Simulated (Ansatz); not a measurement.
# Phonon-limited resistivity of Ir-W-W-Ir stack of (111) layers, part 2 of 4

Aim: how strongly do electrons couple to phonons in Ir-W-W-Ir stack of (111) layers, and what resistivity does that give?

Ansatz 0.2.0; DFT LDA, scalar-relativistic, plane waves, PAW; PAW set soft_1.

So far: The structure; Rough relaxation.

**3. Relaxing cell and atoms**

Lattice constant and positions set the bands and the force constants, so the cell is relaxed first.

input.yaml reads:

```yaml
crystal:
  lattice:
    - [2.7126037928, 0.0, 0.0]
    - [-1.3563018964, 2.3491837949, 0.0]
    - [0.0, 0.0, 37.5918017562]
  atoms:
    - { symbol: Ir, position: [0.0, 0.0, 0.1487022867] }
    - { symbol: W, position: [0.3333333333, 0.6666666667, 0.2046985361] }
    - { symbol: W, position: [0.6666666667, 0.3333333333, 0.2713600502] }
    - { symbol: Ir, position: [0.0, 0.0, 0.3273562996] }
  periodic: [true, true, false]
kpoints:
  mp_grid: { grid: [12, 12, 1] }
hamiltonian:
  xc: lda
  pseudopotentials: { kind: paw, azcp: { folder: soft_1 }, xc_functional: pbe }
scf:
  occupations: { method: gaussian, width: 0.1 }
output:
  forces: true
  stress: true
  eigenvalues: true
relax:
  adjacent_minimum: "off"
  f_tol: 0.005
  max_steps: 80
  cell: { stress_2d_tol: 0.02 }
```

Command:

```bash
$ ansatz run input.yaml --threads 4 --pin off --max-ram 12288MiB --backend cpu --events-out ev --progress --plain --runs-dir out
```

Numbers of over 12 decimals in the logs are rounded to 6 here.

The log of the run:

```text
[the first part of the log is left out]
  E_aug_tail   = 0.000975  (compensation charges beyond the density's cutoff)
  E_ewald      = 165398.291973
  E_core_change = 1.389865  (= ΣΔE_core)
  E_smearing   = -0.008402  (= −TS)
  E_closure    = -0.000000  (closes the sum)
  Σ components = -43589.015196   (vs F -43589.015196, Δ=0.00e0)
--- Forces (eV/Å), atoms counted from 1 ---
  atom   1  Ir     0.00000000    -0.00000000    -0.00019585
  atom   2  W     -0.00000000     0.00000000     0.00024865
[...]
-0.000000      -0.000000       0.000000
  P = ½ c Tr σ = 0.0022 N/m
--- Band table (eV; the first three rows and the last of 19) ---
[...]
--- Relaxed structure (5 steps of the walk, 4 accepted, 1 SCFs on fresh bases) ---
[...]
cell:  # Å, volume = 240.2957 Å³
    - [2.716822, 0.0, 0]
    - [-1.358411, 2.352837, 0]
    - [0, 0, 37.5918017562]
  atoms:
    - { symbol: Ir, position: [0, 0, 0.149026] }
    - { symbol: W, position: [0.333333, 0.666667, 0.204731] }
    - { symbol: W, position: [0.666667, 0.333333, 0.271328] }
    - { symbol: Ir, position: [0, 0, 0.327033] }
```

The job ended after 22 s (4 threads of Arm Neoverse V1, shared host; peak memory 0.66 GiB; 84 s of CPU time).

Step by step:

| step | energy less that of the first step (eV) | largest force component (eV/Å) | volume (Å³) |
| --- | --- | --- | --- |
| 1 | 0.0000 | 0.1439 | 239.55 |
| 2 | 0.0022 | 0.1915 | 241.13 |
| 3 | -0.0019 | 0.0278 | 240.37 |
| 4 | -0.0020 | 0.0106 | 240.29 |
| 5 | -0.0020 | 0.0003 | 240.30 |
| 6 | -0.0020 | 0.0002 | 240.30 |

The log counts 1 steps on a newly chosen plane-wave basis, not all of them marked here; energy and pressure can jump at such steps. Relaxation step 2 was tried and not accepted.

| cell as run | before | after | change |
| --- | --- | --- | --- |
| a (Å) | 2.713 | 2.717 | +0.2 % |
| b (Å) | 2.713 | 2.717 | +0.2 % |

The atoms that moved most (Å, along periodic axes as changes of fractional coordinates times the final cell, across vacuum about the mean position):

| atom | dx | dy | dz | length |
| --- | --- | --- | --- | --- |
| Ir4 | 0.000 | 0.000 | -0.012 | 0.012 |
| Ir1 | 0.000 | 0.000 | 0.012 | 0.012 |

The relaxed structure:

```cif
data_structure
_symmetry_space_group_name_H-M 'P 1'
_symmetry_Int_Tables_number 1
_cell_length_a 2.7168
_cell_length_b 2.7168
_cell_length_c 37.5918
_cell_angle_alpha 90.000
_cell_angle_beta 90.000
_cell_angle_gamma 120.000
_cell_volume 240.30
loop_
_atom_site_label
_atom_site_type_symbol
_atom_site_fract_x
_atom_site_fract_y
_atom_site_fract_z
_atom_site_occupancy
Ir1 Ir 0.00000 0.00000 0.14903 1
W2 W 0.33333 0.66667 0.20473 1
W3 W 0.66667 0.33333 0.27133 1
Ir4 Ir 0.00000 0.00000 0.32703 1
```

The relaxation ends with a largest force component of 2.5e-4 eV/Å.

**4. Relaxing tightly for phonons**

Phonons are second derivatives about the minimum, so the remaining forces must be small: the thresholds are tightened.

input.yaml, the sections that differ from step 3:

```yaml
crystal:
  lattice:
    - [2.7168218043, 0.0, 0.0]
    - [-1.3584109022, 2.3528367001, 0.0]
    - [0.0, 0.0, 37.5918017562]
  atoms:
    - { symbol: Ir, position: [0.0, 0.0, 0.1490256649] }
    - { symbol: W, position: [0.3333333333, 0.6666666667, 0.2047309323] }
    - { symbol: W, position: [0.6666666667, 0.3333333333, 0.271327654] }
    - { symbol: Ir, position: [0.0, 0.0, 0.3270329214] }
  periodic: [true, true, false]
scf:
  occupations: { method: methfessel_paxton, width: 0.2 }
relax:
  adjacent_minimum: "off"
  f_tol: 0.001
  max_steps: 60
  cell: { stress_2d_tol: 0.002 }
# kpoints, hamiltonian, output: as in step 3
```

The log of the run:

```text
[the first part of the log is left out]
  E_aug_tail   = 0.000976  (compensation charges beyond the density's cutoff)
  E_ewald      = 165393.593072
  E_core_change = 1.389865  (= ΣΔE_core)
  E_smearing   = 0.006127  (= −TS)
  E_closure    = -0.000000  (closes the sum)
  Σ components = -43589.009391   (vs F -43589.009391, Δ=0.00e0)
[...]
--- 2D stress c σ (N/m, compression-positive) ---
        0.000053      -0.000000      -0.000000
        0.000000       0.000053       0.000000
       -0.000000       0.000000       0.000000
  P = ½ c Tr σ = 0.0001 N/m
--- Band table (eV; the first three rows and the last of 19) ---
[...]
--- Relaxed structure (5 steps of the walk, 4 accepted, 1 SCFs on fresh bases) ---
[...]
cell:  # Å, volume = 240.3198 Å³
    - [2.716958, 2.8868962824508785e-11, 0]
    - [-1.358479, 2.352954, 0]
    - [0, 0, 37.5918017562]
  atoms:
    - { symbol: Ir, position: [0, 0, 0.149042] }
    - { symbol: W, position: [0.333333, 0.666667, 0.204729] }
    - { symbol: W, position: [0.666667, 0.333333, 0.271330] }
    - { symbol: Ir, position: [0, 0, 0.327017] }
```

The job ended after 21 s (4 threads; peak memory 0.66 GiB; 79 s of CPU time).

Little changed from the start: no atom moved by 0.005 Å and no cell edge by 0.1 %.

**5. Phonons: q 2×2×1, k 6×6×1**

Couplings are defined for a stable lattice alone, so phonons come first.

input.yaml reads:

```yaml
crystal:
  lattice:
    - [2.7169576908, 0.0, 0.0]
    - [-1.3584788454, 2.3529543812, 0.0]
    - [0.0, 0.0, 37.5918017562]
  atoms:
    - { symbol: Ir, position: [0.0, 0.0, 0.1490415193] }
    - { symbol: W, position: [0.3333333333, 0.6666666667, 0.2047287271] }
    - { symbol: W, position: [0.6666666667, 0.3333333333, 0.2713298592] }
    - { symbol: Ir, position: [0.0, 0.0, 0.327017067] }
  periodic: [true, true, false]
kpoints:
  mp_grid: { grid: [6, 6, 1] }
hamiltonian:
  xc: lda
  pseudopotentials: { kind: paw, azcp: { folder: soft_1 }, xc_functional: pbe }
scf:
  occupations: { method: methfessel_paxton, width: 0.2 }
output:
  eigenvalues: true
phonons:
  method: dfpt
  qmesh: [2, 2, 1]
  temperatures: { t_max: 1000, t_step: 50 }
  qpath:
    path:
      - [0.0, 0.0, 0.0]
      - [0.5, 0.0, 0.0]
      - [0.33333333, 0.33333333, 0.0]
      - [0.0, 0.0, 0.0]
    npoints: 10
```

The log of the run:

```text
Warning: crystal.symmetry: narrowed to the stabiliser of the run's FFT grids — unitary ops 12 → 6. A phonons.method: dfpt run fills in the rows of the dynamical matrix that it does not solve by its symmetry operations, which is exact only for operations that map its FFT grids onto themselves: filled in by any other, the frequencies could depend on the order in which like atoms are typed, or, by more than the grids' own error, on where the crystal sits among the grids' points. Excluded: 6 operations. The run can therefore solve more perturbations, solve them on more k-points, or both, and cost more. [rest of the remark cut]
[...]
Crystal: 4 atoms, lattice volume = 240.320 Å³
Basis set: ecut = 420 eV, 4751 PW (Γ), exchange–correlation on 40×40×512 points (8 copies of the dense FFT grid, shifted against one another)
Bands: 38, of which v1, the nominal top of the filled ones, is band 31 counted from 1 (30 counted from 0)
Symmetry: 12 space group operations
k-points: 7 of 36 (irreducible under 6 space group operations, time reversal used)
[...]
SCF iter   1: F=—  HF=-43590.795026 eV  |F-HF|=—  |Δ(HF+E_count)|=         —  Δρ=3.38e-2  dr2=1.83e1  ethr=3.10e-3  ⟨swp⟩=15.1  Hψ=2057  notcnv=0
[...]
SCF iter   2: F=—  HF=-43598.765082 eV  |F-HF|=—  |Δ(HF+E_count)|=    7.97e0  S|Δr|=    0.00e0  Δρ=6.47e-2  dr2=2.43e2  ethr=3.10e-3  ⟨swp⟩=14.7  Hψ=3284  notcnv=0  recentre
automatic band count: the SCF goes on with 45 bands, as 38 were too few: they end inside the smearing window of the response
SCF iter   3: F=—  HF=-43589.409877 eV  |F-HF|=—  |Δ(HF+E_count)|=    9.36e0  S|Δr|=    0.00e0  Δρ=1.65e-2  dr2=4.55e0  ethr=3.10e-3  ⟨swp⟩=6.3  Hψ=1024  notcnv=0  defer=40
[...]
SCF iter  16: F=-43589.032830 eV  HF=-43589.032830 eV  |F-HF|=4.37e-11  |Δ(HF+E_count)|=   1.30e-9  S|Δr|=    0.00e0  Δρ=1.35e-8  dr2=8.21e-13  ethr=1.00e-12  ⟨swp⟩=13.0  Hψ=2045  notcnv=0
SCF 1 converged in 16 iterations: F = -43589.032830 eV  dr2 = 8.21e-13
[...]
phonons: the bands overlap, so this run is a metal and interpolates without the dipole-dipole term. If the crystal is really an insulator or semiconductor, its LO-TO splitting is missing
NSCF: frozen V_eff on 7 k-points
[...]
DFPT response loops at q = (0, 0, 0) (fractional): preconditioner auto → none (partly filled bands, converged f_vac=0.715); β = 0.50; Broyden in place of MSR1
[...]
SCF converged after 16 iterations
Stability not checked: this state was not tested for a lower state beside it, because cold or Methfessel-Paxton smearing, or corrected tetrahedra, fill the levels in a way that the test cannot read (fill_not_monotonic; see scf.lower_state_search)
an eigenvalue changed by more than its tolerance at an iteration that met the thresholds in force, so the SCF went on 1 time: the last check found none over its tolerance
Free energy (F): -43589.032830 eV
[...]
Internal energy: -43589.027170 eV  (E = F + TS)
E sigma→0 (E₀):  -43589.031415 eV
Entropy (-TS):   -0.005660 eV (-1.415 meV/atom)
Fermi energy:    -5.078868 eV
Step filling:    the computed levels leave a gap of 0.0400 eV = 0.2 smearing widths at the electron count; against every level under it full and every level over it empty, smearing changes F+E_penalty+E_count by -8.308 meV and its σ→0 estimate by -6.893 meV
[...]
--- Band table (eV; the first three rows and the last of 7) ---
  k-point 0: bands = [... 27 lower, -6.7472, -6.7472, -6.6908, -6.6908, -5.4298, -4.8759, -4.8759, -4.6464, ... 10 higher]
  k-point 1: bands = [... 27 lower, -7.3493, -6.7766, -6.5341, -6.4241, -6.1760, -5.8959, -4.4796, -4.4443, ... 10 higher]
  k-point 2: bands = [... 27 lower, -7.0605, -6.8614, -6.0095, -5.0958, -5.0558, -4.0165, -3.8007, -3.2210, ... 10 higher]
  k-point 6: bands = [... 27 lower, -7.0921, -7.0921, -4.7809, -4.4600, -4.4600, -4.0835, -3.7580, -1.4124, ... 10 higher]
  ° read free of the cell's end (the report's vacuum.weakly_bound_levels)
--- Phonons (Γ-DFPT): 8 representative perturbations + reference (Σ response iterations 39) ---
  ASR residual: 1.780e-4 → 0.000e0 eV/Å²; symmetrization residual: 1.668e-4 eV/Å²
  The last average, over the group as it would stand without the narrowing to the FFT grids, took up to 1.660e-5 eV/Å² of the zone centre's force constants
  ASR residual per site (eV/Å²): 7.29e-5 1.60e-4 1.78e-4 7.53e-5
  Γ frequencies (cm⁻¹): 0.00 0.00 0.00 32.63 32.63 103.00 118.35 118.35 122.27 122.27 200.98 248.66
--- Phonons (arbitrary-q DFPT): 2 irreducible q on the 2×2×1 mesh ---
  q = [0.0000, 0.0000, 0.0000] (star 1, of the zone-centre solve; hermiticity 1.46e-5, symmetrization 1.08e-12, taken by the last average 7.26e-7): -0.00 0.00 0.00 32.63 32.63 103.00 118.35 118.35 122.27 122.27 200.98 248.66
  q = [0.0000, -0.5000, 0.0000] (star 3, 12 solved perturbations on 13 of 36 k-point pairs; hermiticity 4.15e-6, symmetrization 1.96e-6, taken by the last average 1.53e-6): 119.69 122.58 138.48 143.52 143.57 147.96 169.84 172.36 192.84 198.65 228.21 229.17
  sum rule: each row above includes the acoustic sum rule's correction from the zone centre's row sums; it moved no ω² by more than (0.51 cm⁻¹)²
  mesh force constants: q→R imaginary residual 1.21e-17; ASR residual 1.780e-4 → 0.000e0 eV/Å²; symmetrization residual 1.776e-14 eV/Å²
  interpolated dispersion: 31 rows × 12 modes
  density of states and harmonic sums: on the 26×26×1 q-mesh, interpolated from the force constants of a 2×2×1 supercell (no non-analytic term)
  largest difference from the sums on the solved wave vectors: F 1.18e-1 eV, S 1.83e-4 and C_V 6.42e-5 eV/K
  zero-point energy: 0.114290 eV/cell   skipped modes (ω ≤ 0): 3   left out of the sums: 3.70e-4 of the cell's modes: C_V's classical limit lies that fraction below 3 k_B per atom; for a crystal, a wire or a layer, F and S can be off by more, and a phonons.interpolated_qmesh denser along its periods is the remedy for the sampling
```

It took 98 s on 4 threads; peak memory 0.95 GiB; 6.1 min of CPU time.

In the SCF lines HF is the Harris–Foulkes energy and dr2 the Hartree energy of the density residual, in eV; the loop may stop once dr2 is under the threshold and the program's other checks hold. Hψ counts applications of the Hamiltonian.

This step gave:

| Quantity | Value |
| --- | --- |
| zero point energy | 0.1143 eV/cell |
| share of imaginary modes in the plain interpolation between solved wavevectors | 0 |
| highest frequency, solved or plainly interpolated | 248.7 cm⁻¹ |

Solved on the 2×2×1 mesh alone; all other wavevectors are interpolated. The phonon branches at the labelled points (cm⁻¹):

| point | branch 1 | branch 2 | branch 3 | branch 4 | branch 9 | branch 10 | branch 11 | branch 12 |
| --- | --- | --- | --- | --- | --- | --- | --- | --- |
| Γ | 0 | 0 | 0 | 33 | 122 | 122 | 201 | 249 |
| M | 120 | 123 | 138 | 144 | 193 | 199 | 228 | 229 |
| K | 143 | 143 | 159 | 159 | 198 | 198 | 204 | 205 |
| Γ | 0 | 0 | 0 | 33 | 122 | 122 | 201 | 249 |

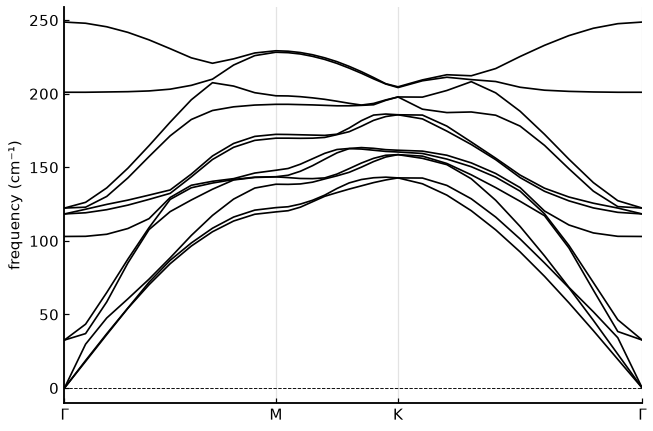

Phonon branches along the path.

Among the solved wavevectors the lowest mode, translations apart, is 32.6 cm⁻¹, so these are real on this k mesh.

[end of part 2 of 4]

[Logs are printed without paths, hosts, clocks, repeated set-up lines and the standing remarks that a program may print on its own settings, such as how far it seeks lower states.]

[Hosts, paths, dates, database ids (printed as entryN), source tags and the programs' standing remarks are cut or masked in the printed files.]
